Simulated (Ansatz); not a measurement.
# Gap against strain: Ge wire along [110], 10 atoms a period, H-terminated

Set-up. Ansatz 0.2.0, plane waves with PAW datasets, PBE, Fermi-Dirac smearing of 0.05 eV, no spin-orbit coupling. The period is scaled from its relaxed value of 4.151 Å and the atoms relax, within the symmetry of the start, at each strain ε (in %); gaps, in eV, are read on a band path.

```tsv
period (Å)	energy (eV a cell)	place of the conduction minimum (Γ = 0, Z = 1)	ε	gap
3.985	+0.169	0.00	−4	1.902
4.068	+0.040	0.00	−2	1.871
4.151	0.000	0.00	0	1.819
4.317	+0.142	0.00	4	1.642
4.400	+0.305	0.00	6	1.537
```

One run is withheld: period (Å) = 4.234, with ε = 2. Fit a straight line gap = a + b × ε to the 5 rows shown and predict it.

**Fit.** The means are 0.8 for ε and 1.754 for gap. The sum of products of deviations is −2.575 and the sum of squares in ε is 68.8, so b = −2.575 / 68.8 = −0.03743 and a = 1.754 − (−0.03743) × 0.8 = 1.784. The residuals' standard deviation, with 3 degrees of freedom, is σ = 0.031.

**Prediction.** gap = 1.784 + (−0.03743) × 2 = 1.71. The run gave 1.745, so the prediction less the run is −0.035. The standard error of a prediction there, σ√(1 + 1/5 + (2 − 0.8)²/68.8), is 0.034, and the miss is 1 times that, for a point between the fitted rows. With so few rows σ is itself uncertain.

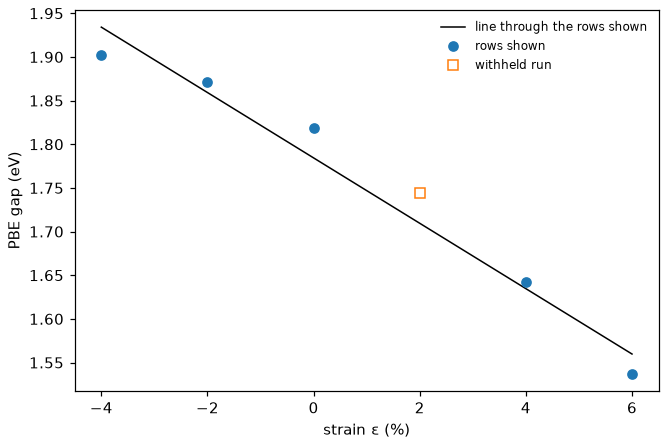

The fitted line, the rows shown and the withheld run.

The gap narrows at every step from compression to tension.

**Limits.** Kohn-Sham gaps of a wire among periodic images, which in a check on one flat ribbon (7 Å apart) lowered the gap by 0.2 eV and flattened the slope; the slope b × 100 is a mean deformation potential of the gap, in eV per unit strain. Between neighbouring runs it lies between −5.3 and −1.5 eV, so a bend, a kink or scatter between runs makes one line a rough account. The unstrained row comes from a denser mesh than the others, which shifts its energy a little. Series of this kind are told only where this holds: a gap at every strain (compound wires with polar facets were set aside first). 88 of 101 did.

[Logs are printed without paths, hosts, clocks, repeated set-up lines and the standing remarks that a program may print on its own settings, such as how far it seeks lower states.]
